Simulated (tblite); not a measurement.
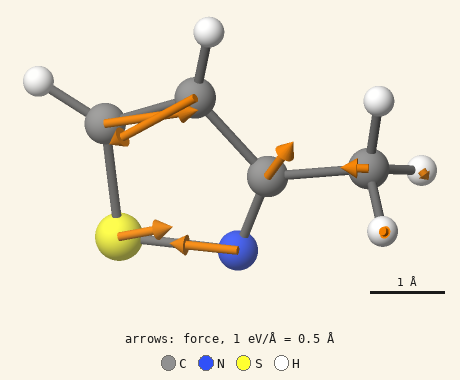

Starting geometry of C₄H₅NS (charge +1, multiplicity 2) with the computed forces as orange arrows. Style: ball-and-stick. Shown at a tilt.

All numbers below come from tblite, GFN2-xTB geometry optimisation, gas phase. 

Question: Is this structure relaxed? If not, where do the atoms go?

Answer: It isn't relaxed: the largest force vector, on a C atom, is 3.09 eV/Å. The final displacements follow the starting forces only in part (cosine between the two patterns 0.48). The atom that moves furthest after the best rigid fit is the S atom (0.097 Å). Largest moves by element: S 0.097 Å, C 0.091 Å, H 0.080 Å, N 0.054 Å. Among the contacts that change: N–S 1.693 → 1.576 Å, C–C 1.420 → 1.346 Å, C–N 1.293 → 1.339 Å, C–C 1.485 → 1.450 Å. Bond angles that change, for instance: H–C–H 108.6° → 102.1°, C–C–C 120.0° → 126.4°, N–C–C 116.6° → 113.1°. Over 20 geometry steps the energy falls by 7.19 kcal/mol.
